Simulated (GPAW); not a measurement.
Band structure of the (001) slab of Hf5Pb (cut from a parent of space group no. 123; 6 atoms in the cell).

```
Hf5Pb
1.0
    3.18664     0.00000     0.00000
    0.00000     3.18664     0.00000
    0.00000     0.00000    25.35920
Hf Pb
5 1
Direct
  0.50000   0.50000   0.27603
  0.50000   0.50000   0.45225
  0.00000   0.00000   0.72397
  0.00000   0.00000   0.53661
  0.00000   0.00000   0.36414
  0.50000   0.50000   0.63029
```

Computed with PBEsol, GPAW PAW datasets PBEsol (made by gpaw-setup) (plane waves; GPAW).

Settings: mode = pw; ecut = 600 eV; xc = PBEsol; kpts = 5 5 1; mesh shift (steps) = 0 0 0; occupations.name = fermi-dirac; occupations.width = 0.1 eV; nbands = -12; convergence.forces = 0.001 eV/Å; symmetry.symmorphic = false; symmetry.tolerance = 0.0005; poissonsolver = dipolelayer xy; maxiter = 120; bandpath_npoints = 50.

The starting cell comes from a database of computed structures (which also holds hypothetical and non-ambient phases and stackings), without a prior relaxation at this level. The slab is cut from that crystal, and its faces are unrelaxed. Spin-orbit coupling is off.

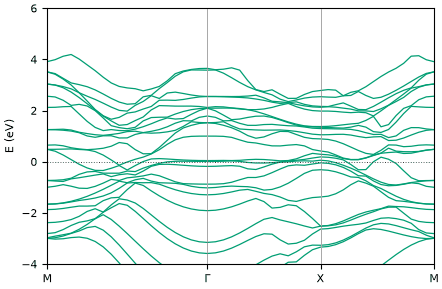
Bands along the path, energies from the Fermi level.

Levels in eV from the Fermi level, bands 34 to 41:
```json
[
 {"point": "M", "34": "-1.66", "35": "-1.00", "36": "-0.73", "37": "-0.73", "38": "0.48", "39": "0.48", "40": "0.65", "41": "1.25"},
 {"point": "Γ", "34": "-1.02", "35": "-0.88", "36": "-0.18", "37": "0.01", "38": "0.04", "39": "1.00", "40": "1.52", "41": "1.52"},
 {"point": "X", "34": "-0.31", "35": "-0.05", "36": "0.06", "37": "0.19", "38": "0.29", "39": "0.42", "40": "0.89", "41": "1.05"}
]
```

Bands cross the Fermi level along this path, so the cell is metallic at this level.
